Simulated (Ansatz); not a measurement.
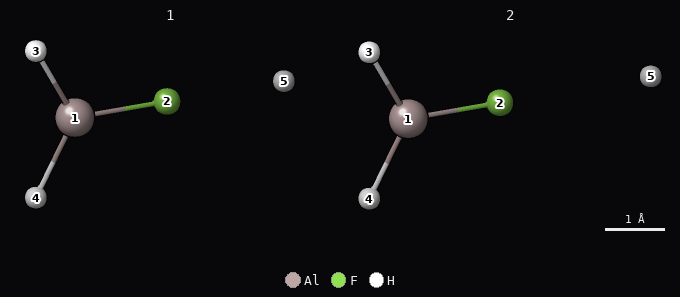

Two geometries of AlH$_{3}$F (multiplicity 2), drawn at one scale. One is the start of a relaxation, the other its converged end. Style: ball-and-stick. Shown from a free direction.

Computed with Ansatz, UKS B3LYP/def2-SVP. (collinear spin; force threshold 0.03 eV/Å; at most 50 steps)

**Which geometry has the lower energy?**

Structure 2 is the relaxed one. The run prepares an end point of a later path (reaction) calculation, from a guessed geometry. The largest move after the best rigid fit is that of H5, 0.49 Å. Largest moves by element: H 0.49 Å, F 0.13 Å, Al 0.12 Å. Some distances before and after: Al1–F2 1.681 → 1.670 Å. The energy falls by 4.70 kJ/mol in 5 geometry steps. Largest force component: 0.45 eV/Å at the start, 0.0025 eV/Å at the end. The run took 6.8 s on 1 thread of Intel(R) Xeon(R) Platinum 8488C (Sapphire Rapids), on a shared host, peak memory 0.13 GiB.
